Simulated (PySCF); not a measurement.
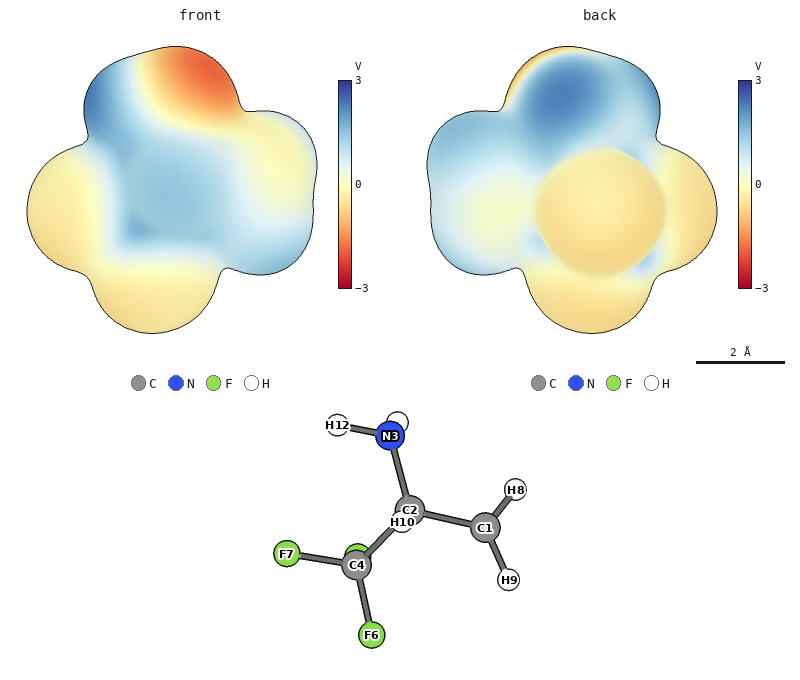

*C3H5F3N (doublet). The electrostatic potential painted on the density surface at 0.004 e/bohr³, seen from the front and from behind; red is negative and blue positive. The bare structure is drawn below in the same view.*

Geometry: GFN2-xTB.

Computed with UKS B3LYP, pcH-1 on C F H N, non-relativistic, mean-field spin-orbit, GIAO (PySCF).

```xyz
12

C    -0.1342    1.4370    0.5365
C     0.2337    0.3074   -0.3326
N     1.5238   -0.2431   -0.0148
C    -0.8880   -0.7791   -0.2492
F    -0.9910   -1.2924    0.9844
F    -2.0936   -0.3117   -0.5881
F    -0.6265   -1.8117   -1.0702
H     0.4429    1.6439    1.4135
H    -1.0213    1.9999    0.3288
H     0.2311    0.6107   -1.3933
H     1.5760   -0.5218    0.9582
H     1.7483   -1.0397   -0.5992
```

Which sites attract a positive test charge, and which a negative one?

A positive charge is drawn to the negative regions and a negative charge to the positive ones. The most negative region (about −1.8 V, or −42 kcal/mol for a unit charge) lies over N3, the most positive (about +2.3 V, or +53 kcal/mol for a unit charge) over H11 and H12. N3 is the likeliest acceptor of a hydrogen bond.
